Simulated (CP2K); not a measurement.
Consider hexafluoroethane at its PBE geometry (Å).

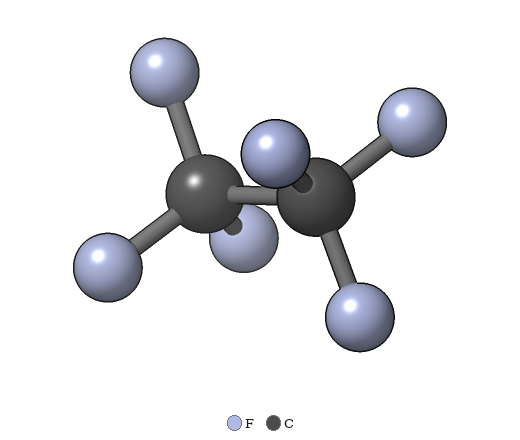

The molecule (fluorine light blue, carbon dark grey).

```xyz
8

F     1.4217   -0.3040   -1.0304
C     0.7690   -0.0752    0.1319
F     1.2373    1.0586    0.7058
F     1.0233   -1.1116    0.9637
C    -0.7685    0.0735   -0.1362
F    -1.0083    1.1069   -0.9821
F    -1.2597   -1.0666   -0.6749
F    -1.4148    0.3184    1.0222
```

Method: CP2K XAS_TDP, all-electron GAPW, PBEh(45%), aug-cc-pVDZ, TDA, GW2X-corrected core level, no relativity.

**Question.** Predict the bright core excitations at the F K edge.

Leading lines: F1 691.02 eV. The leading line of an atom is its first one with 35 % of the strongest within 2.5 eV of its lowest line over the strength cut. Core ionisation energies at this level: F1 694.58 eV.

The first six lines of each atom with a strength over 0.0015:

```csv
atom,energy (eV),states,"strength, one atom",above the computed threshold
"F1 (bonded to C), 6 alike",691.02,1,0.0373,
,692.98,1,0.0081,
,693.06,1,0.0050,
,693.80,1,0.0106,
,695.37,1,0.0018,yes
,695.57,1,0.0037,yes
```

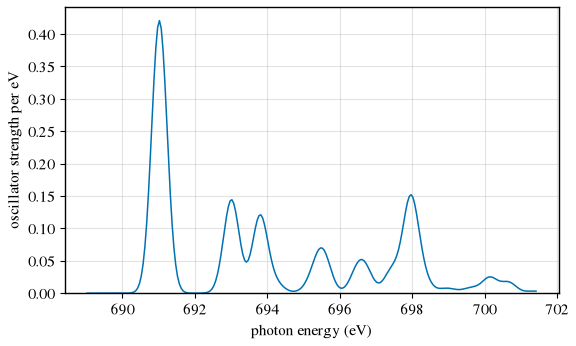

All atoms added, broadened by 0.5 eV.

Lines are vertical, at one geometry, with no vibrational structure. GW2X ionisation energies and lines can be off by 1 to 2 eV either way, and a good line position may hide errors that cancel. These values hold no scalar relativity, about 0.7 eV for F 1s. Rydberg lines, and the discretised continuum above threshold, depend on the basis and the box.

[Banner, clock and machine lines of the logs are left out without a mark of their own.]

[Logs are printed without paths, hosts, clocks, repeated set-up lines and the standing remarks that a program may print on its own settings, such as how far it seeks lower states.]

[Hosts, paths, dates, database ids (printed as entryN), source tags and the programs' standing remarks are cut or masked in the printed files.]
